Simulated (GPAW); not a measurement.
# Screening of a field by a 7-layer slab of Rh(111), part 2 of 2

Aim: the dipole that a field along the normal induces in a 7-layer slab of Rh(111).

GPAW 26.7.0; GPAW, PAW setups; slab in vacuum, relaxation (the session's first sound run).

So far, upper work function (eV): step 2 (relaxing the atoms) 5.15; step 3 (plane waves, PBE) 5.15.

## 5. In a field

run.py reads:

```python
import json
import numpy as np
from ase import Atoms
from gpaw import GPAW, PW
from gpaw.external import ConstantElectricField

slab = Atoms(
    ['Rh', 'Rh', 'Rh', 'Rh', 'Rh', 'Rh', 'Rh'],
    positions=[
        [0.00000, 0.00000, 8.00000],
        [1.34350, 0.77567, 10.19393],
        [2.68701, 1.55134, 12.38786],
        [-0.00000, 0.00000, 14.63078],
        [1.34350, 0.77567, 16.86765],
        [2.68701, 1.55134, 19.08697],
        [-0.00000, -0.00000, 21.27595]],
    cell=[[2.68701, 0.0, 0.0], [1.3435, 2.32702, 0.0], [0.0, 0.0, 29.16359]],
    pbc=[True, True, False])

slab.calc = GPAW(mode=PW(400), xc='PBE', kpts={'size': (13, 13, 1), 'gamma': True},
                 occupations={'name': 'fermi-dirac', 'width': 0.1}, nbands='160%',
                 convergence={'density': 1e-05}, maxiter=200,
                 poissonsolver={'dipolelayer': 'xy'},
                 external=ConstantElectricField(-0.1, [0, 0, 1]),
                 symmetry={'tolerance': 1e-3}, txt='slab.txt')
result = {}
energy = slab.get_potential_energy()
fermi = slab.calc.get_fermi_level()
v = slab.calc.get_electrostatic_potential().mean((0, 1)) - fermi
n = slab.calc.get_pseudo_density().mean((0, 1))
L = slab.cell[2, 2]
z = np.arange(len(v)) * L / len(v)
low, high = slab.positions[:, 2].min(), slab.positions[:, 2].max()
below, above = np.interp([low - 5.8, high + 5.8], z, v)
slopes = [np.interp(x, z, np.gradient(v, z)) for x in (low - 5.8, high + 5.8)]
eps = np.array([[slab.calc.get_eigenvalues(k, s) for k in range(len(slab.calc.get_ibz_k_points()))]
                for s in range(slab.calc.get_number_of_spins())]) - fermi
top, bottom = eps[eps < 0].max(), eps[eps > 0].min()
dipole = slab.get_dipole_moment()[2]
print(f'energy {energy:.4f} eV, Fermi level {fermi:.4f} eV, dipole {dipole:.5f} e A')
print(f'potential 5.8 A off the faces, from the Fermi level: lower {below:.4f} eV, upper {above:.4f} eV')
print(f'slope of the potential there: lower {slopes[0]:.5f}, upper {slopes[1]:.5f} eV/A')
print(f'nearest levels on the mesh: {top:.4f} and {bottom:.4f} eV')
print('magnetic moment', round(slab.get_magnetic_moment(), 3))
result.update(energy=energy, fermi=fermi, dipole=dipole, below=below, above=above, slopes=slopes, edges=[top, bottom],
              z=z.tolist(), v=v.tolist(), n=n.tolist(), positions=slab.positions.tolist(),
              forces=slab.get_forces(apply_constraint=False).tolist(), moments=slab.get_magnetic_moments().tolist())
json.dump(result, open('result.json', 'w'))
```

Launch:

```sh
OMP_NUM_THREADS=1 OPENBLAS_NUM_THREADS=1 python run.py
```

The log of the run:

```text
energy -49.3733 eV, Fermi level 3.8063 eV, dipole -0.05758 e A
potential 5.8 A off the faces, from the Fermi level: lower 4.3251 eV, upper 5.9911 eV
slope of the potential there: lower -0.00001, upper 0.00015 eV/A
nearest levels on the mesh: -0.0004 and 0.0183 eV
magnetic moment 0.0
```

Run time: 19 min. Hardware: 1 thread of Intel Xeon 6975P-C (Granite Rapids), shared host; peak memory 0.67 GiB.

This step gave:

- dipole along the normal: -0.05758 e·Å
- levels nearest the Fermi level on the mesh: -3.91e-4, 0.01831 eV from the Fermi level
- potential below the slab, the applied field's own ramp left out: 4.325 eV from the Fermi level
- potential above the slab, the applied field's own ramp left out: 5.991 eV from the Fermi level

The electrostatic potential energy of an electron (without an applied field's), less the Fermi level, planar mean oscillates, so the rows of the table below give means over windows of 2.27 Å about each position, cut where the curve ends. Its maxima inside the range that stand out by 2 % of the span (Å: eV): 9.1: -1.18, 11.3: -1.23, 13.5: -0.489, 15.8: -0.316, 17.9: -0.325, 20.2: -0.103. Its minima: 8.0: -26.5, 10.2: -26.6, 12.4: -26.3, 14.6: -26.0, 16.9: -25.9, 19.1: -25.7, 21.3: -25.2.

Electrostatic potential energy of an electron (without an applied field's), less the Fermi level, planar mean against z; means over each step:

```csv
z (Å),"electrostatic potential energy of an electron (without an applied field's), less the Fermi level, planar mean (eV)"
1.14,4.39
3.41,4.32
5.68,3.89
7.95,-11.5
10.22,-11.9
12.49,-11.6
14.76,-11.3
17.03,-11.2
19.30,-11.0
21.57,-9.66
23.84,5.74
26.11,5.99
28.38,5.95
```

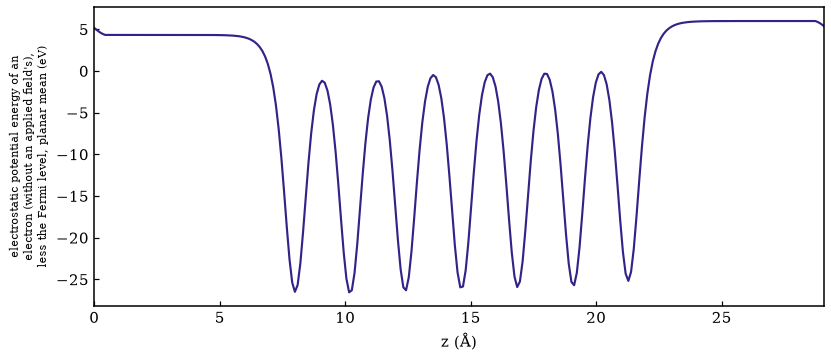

Electrostatic potential energy of an electron (without an applied field's), less the Fermi level, planar mean against z.

Force by atom:

```csv
atom,x (eV/Å),y (eV/Å),z (eV/Å),size
Rh1,0.000,0.000,0.010,0.010
Rh2,0.000,0.000,-0.171,0.171
Rh3,0.000,0.000,0.162,0.162
Rh4,0.000,0.000,-0.013,0.013
Rh5,0.000,0.000,0.021,0.021
Rh6,0.000,0.000,-0.019,0.019
Rh7,0.000,0.000,0.010,0.010
```

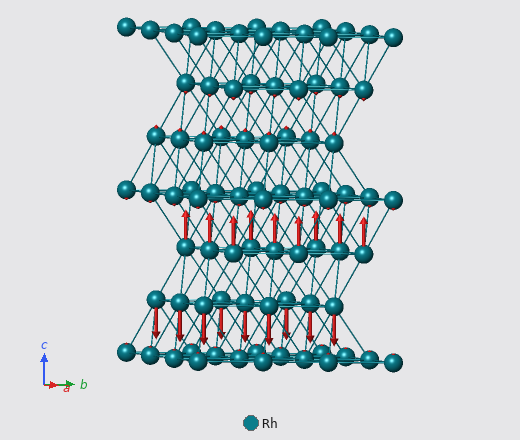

Force as arrows, the longest 0.171 eV/Å. 3×3×1 cells are drawn. Some periodic images of atoms are drawn too.

The dipole is now -0.0576 e Å, against -4.6e-4 in the run without a field.

## 6. Field on

run.py, as its differences from that of step 5:

```diff
@@ -23,3 +23,3 @@
                  poissonsolver={'dipolelayer': 'xy'},
-                 external=ConstantElectricField(-0.1, [0, 0, 1]),
+                 external=ConstantElectricField(-0.05, [0, 0, 1]),
                  symmetry={'tolerance': 1e-3}, txt='slab.txt')
```

The log of the run:

```text
energy -49.3712 eV, Fermi level 3.8080 eV, dipole -0.02885 e A
potential 5.8 A off the faces, from the Fermi level: lower 4.7367 eV, upper 5.5713 eV
slope of the potential there: lower 0.00002, upper -0.00002 eV/A
nearest levels on the mesh: -0.0004 and 0.0183 eV
magnetic moment 0.0
```

Run time: 22 min. Hardware: 1 thread; peak memory 0.68 GiB.

## 7. Field on

run.py, as its differences from that of step 6:

```diff
@@ -23,3 +23,3 @@
                  poissonsolver={'dipolelayer': 'xy'},
-                 external=ConstantElectricField(-0.05, [0, 0, 1]),
+                 external=ConstantElectricField(0.05, [0, 0, 1]),
                  symmetry={'tolerance': 1e-3}, txt='slab.txt')
```

The log of the run:

```text
energy -49.3712 eV, Fermi level 3.8100 eV, dipole 0.02853 e A
potential 5.8 A off the faces, from the Fermi level: lower 5.5627 eV, upper 4.7365 eV
slope of the potential there: lower -0.00003, upper 0.00032 eV/A
nearest levels on the mesh: -0.0003 and 0.0183 eV
magnetic moment 0.0
```

The job ended after 17 min (1 thread; peak memory 0.69 GiB).

## 8. In a field

run.py, as its differences from that of step 7:

```diff
@@ -23,3 +23,3 @@
                  poissonsolver={'dipolelayer': 'xy'},
-                 external=ConstantElectricField(0.05, [0, 0, 1]),
+                 external=ConstantElectricField(0.1, [0, 0, 1]),
                  symmetry={'tolerance': 1e-3}, txt='slab.txt')
```

The log of the run:

```text
energy -49.3733 eV, Fermi level 3.8112 eV, dipole 0.05734 e A
potential 5.8 A off the faces, from the Fermi level: lower 5.9767 eV, upper 4.3168 eV
slope of the potential there: lower -0.00005, upper 0.00015 eV/A
nearest levels on the mesh: -0.0003 and 0.0183 eV
magnetic moment 0.0
```

Wall time 16 min (1 thread); peak memory 0.69 GiB.

The electrostatic potential energy of an electron (without an applied field's), less the Fermi level, planar mean oscillates, so the rows of the table below give means over windows of 2.27 Å about each position, cut where the curve ends. Its maxima inside the range that stand out by 2 % of the span (Å: eV): 2.1: 5.98, 9.1: -0.0744, 11.3: -0.584, 13.5: -0.272, 15.8: -0.554, 17.9: -0.996, 20.2: -1.23. Its minima: 8.0: -25.2, 10.2: -25.7, 12.4: -25.9, 14.6: -26.0, 16.9: -26.4, 19.1: -26.6, 21.3: -26.5.

Electrostatic potential energy of an electron (without an applied field's), less the Fermi level, planar mean against z; means over each step:

```csv
z (Å),"electrostatic potential energy of an electron (without an applied field's), less the Fermi level, planar mean (eV)"
1.14,5.91
3.41,5.98
5.68,5.52
7.95,-10.2
10.22,-11.1
12.49,-11.2
14.76,-11.4
17.03,-11.7
19.30,-12.0
21.57,-11.1
23.84,4.08
26.11,4.32
28.38,4.36
```

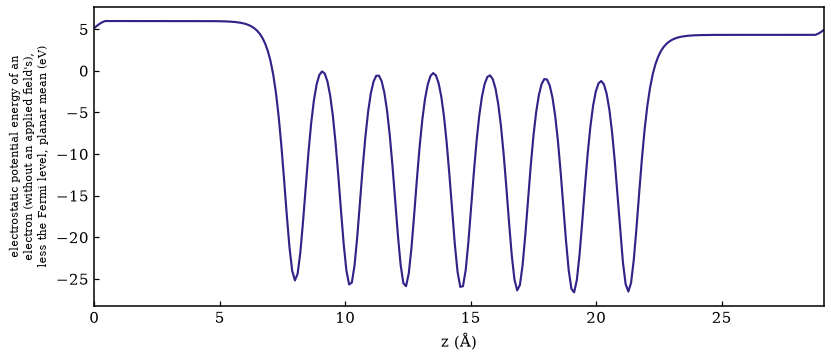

Electrostatic potential energy of an electron (without an applied field's), less the Fermi level, planar mean, plotted against z.

The dipole is now 0.0573 e Å, against -4.6e-4 in the run without a field.

## 9. In a field

run.py, as its differences from that of step 8:

```diff
@@ -23,3 +23,3 @@
                  poissonsolver={'dipolelayer': 'xy'},
-                 external=ConstantElectricField(0.1, [0, 0, 1]),
+                 external=ConstantElectricField(0.2, [0, 0, 1]),
                  symmetry={'tolerance': 1e-3}, txt='slab.txt')
```

The log of the run:

```text
energy -49.3819 eV, Fermi level 3.8126 eV, dipole 0.11470 e A
potential 5.8 A off the faces, from the Fermi level: lower 6.8034 eV, upper 3.4837 eV
slope of the potential there: lower -0.00005, upper 0.00005 eV/A
nearest levels on the mesh: -0.0003 and 0.0182 eV
magnetic moment 0.0
```

Wall time 21 min (1 thread); peak memory 0.69 GiB.

The dipole is now 0.115 e Å, against -4.6e-4 in the run without a field.

## 10. In a field

run.py, as its differences from that of step 9:

```diff
@@ -23,3 +23,3 @@
                  poissonsolver={'dipolelayer': 'xy'},
-                 external=ConstantElectricField(0.2, [0, 0, 1]),
+                 external=ConstantElectricField(0.3, [0, 0, 1]),
                  symmetry={'tolerance': 1e-3}, txt='slab.txt')
```

The log of the run:

```text
energy -49.3962 eV, Fermi level 3.8133 eV, dipole 0.17213 e A
potential 5.8 A off the faces, from the Fermi level: lower 7.6330 eV, upper 2.6514 eV
slope of the potential there: lower -0.00001, upper 0.00008 eV/A
nearest levels on the mesh: -0.0004 and 0.0182 eV
magnetic moment 0.0
```

Elapsed: 21 min, on 1 thread; peak memory 0.69 GiB.

The electrostatic potential energy of an electron (without an applied field's), less the Fermi level, planar mean oscillates, so the rows of the table below give means over windows of 2.27 Å about each position, cut where the curve ends. Its maxima inside the range that stand out by 2 % of the span (Å: eV): 2.5: 7.63, 9.1: 1.02, 11.2: 0.0691, 13.5: -0.0566, 15.8: -0.792, 17.9: -1.66, 20.2: -2.35. Its minima: 8.0: -23.9, 10.2: -24.8, 12.4: -25.4, 14.6: -26.0, 16.9: -26.8, 19.1: -27.5, 21.3: -27.9.

Table of electrostatic potential energy of an electron (without an applied field's), less the Fermi level, planar mean by z; means over each step:

```csv
z (Å),"electrostatic potential energy of an electron (without an applied field's), less the Fermi level, planar mean (eV)"
1.14,7.43
3.41,7.63
5.68,7.14
7.95,-8.82
10.22,-10.2
12.49,-10.8
14.76,-11.4
17.03,-12.2
19.30,-12.9
21.57,-12.5
23.84,2.43
26.11,2.65
28.38,2.78
```

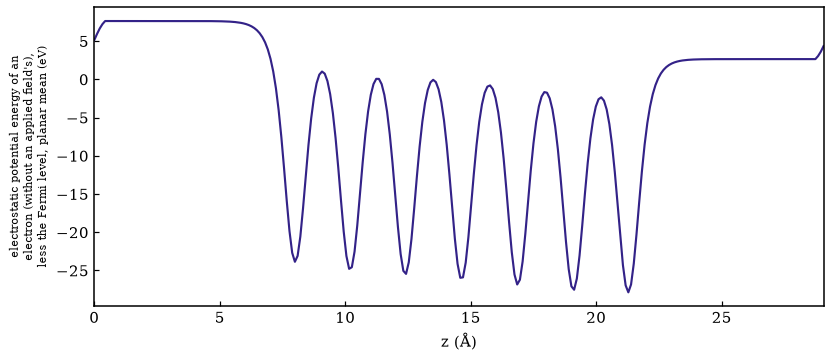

Electrostatic potential energy of an electron (without an applied field's), less the Fermi level, planar mean against z.

The dipole is now 0.172 e Å, against -4.6e-4 in the run without a field.

## 11. The series

The members are put on one axis.

This step: induced dipole against applied field (GPAW 26.7.0).

Table of dipole along the normal by field:

```csv
field (V/Å),dipole along the normal (e·Å)
-0.200,-0.115
-0.100,-0.0576
-0.050,-0.0289
0.000,-4.6e-4
0.050,0.0285
0.100,0.0573
0.200,0.115
0.300,0.172
```

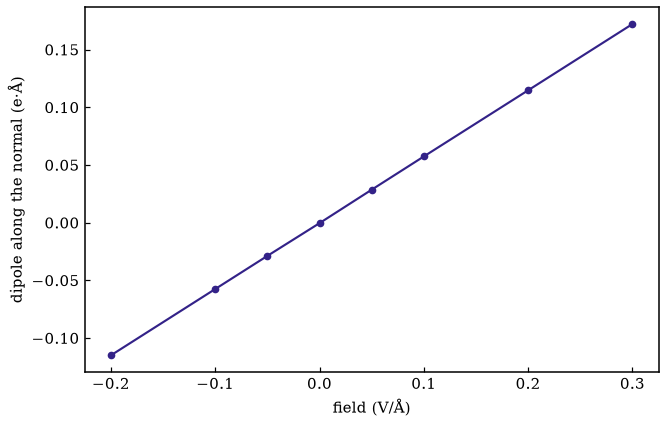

Dipole along the normal against field.

## 12. A changed run

One more run, with changed settings.

This step: GPAW, PAW setups; slab in vacuum (GPAW 26.7.0).

run.py, as its differences from that of step 10:

```diff
@@ -4,3 +4,2 @@
 from gpaw import GPAW, PW
-from gpaw.external import ConstantElectricField
 
@@ -21,5 +20,4 @@
                  occupations={'name': 'fermi-dirac', 'width': 0.1}, nbands='160%',
-                 convergence={'density': 1e-05}, maxiter=200,
+                 convergence={'density': 1e-05}, maxiter=50,
                  poissonsolver={'dipolelayer': 'xy'},
-                 external=ConstantElectricField(0.3, [0, 0, 1]),
                  symmetry={'tolerance': 1e-3}, txt='slab.txt')
@@ -33,4 +31,4 @@
 low, high = slab.positions[:, 2].min(), slab.positions[:, 2].max()
-below, above = np.interp([low - 5.8, high + 5.8], z, v)
-slopes = [np.interp(x, z, np.gradient(v, z)) for x in (low - 5.8, high + 5.8)]
+below, above = np.interp([low - 1.0, high + 1.0], z, v)
+slopes = [np.interp(x, z, np.gradient(v, z)) for x in (low - 1.0, high + 1.0)]
 eps = np.array([[slab.calc.get_eigenvalues(k, s) for k in range(len(slab.calc.get_ibz_k_points()))]
@@ -40,3 +38,3 @@
 print(f'energy {energy:.4f} eV, Fermi level {fermi:.4f} eV, dipole {dipole:.5f} e A')
-print(f'potential 5.8 A off the faces, from the Fermi level: lower {below:.4f} eV, upper {above:.4f} eV')
+print(f'potential 1.0 A off the faces, from the Fermi level: lower {below:.4f} eV, upper {above:.4f} eV')
 print(f'slope of the potential there: lower {slopes[0]:.5f}, upper {slopes[1]:.5f} eV/A')
```

The log of the run:

```text
gpaw.KohnShamConvergenceError
```

The job ended after 4.4 min (1 thread; peak memory 0.29 GiB).

No converged result was reached; the numbers in the log don't describe the system.

The fault put into the input: the potential probed 1 A off the face, under a cap of 50 iterations, which ended the run (probe = 1.0).

## 13. What came out

```
work function, both faces                      : 5.15 eV
dipole along the normal                        : -4.6e-4 e Å, near the numerical noise
induced dipole per field                       : 0.574 e Å per V/Å
out-of-plane polarisability per area, α/(ε0 A) : 16.6 Å
```

The field induces 0.574 e Å per V/Å, a polarisable thickness α/(ε0 A) of 16.6 Å beside 13.3 Å between the outermost nuclei. A perfect conductor would give the distance between its two image planes; a dielectric of thickness t gives t(1 - 1/ε). The measured value for this face is 5.46 eV (as compiled in "Anisotropic work function of elemental crystals", 2019, arxiv:1902.07811); the relaxed upper face lies 0.31 eV under it with PBE. Measured work functions scatter by a tenth of an eV or more between methods. The induced dipole is linear in the field over this range. The small printed dipole stands for a step of 13 meV from the lower to the upper face, and the probes find 4.7 meV; values this small are near the numerical noise of both. The in-plane lattice was kept as typed, which isn't the functional's own and leaves some strain; spin-orbit coupling and temperature are left out.

[Logs are printed without paths, hosts, clocks, repeated set-up lines and the standing remarks that a program may print on its own settings, such as how far it seeks lower states.]

[Hosts, paths, dates, database ids (printed as entryN), source tags and the programs' standing remarks are cut or masked in the printed files.]
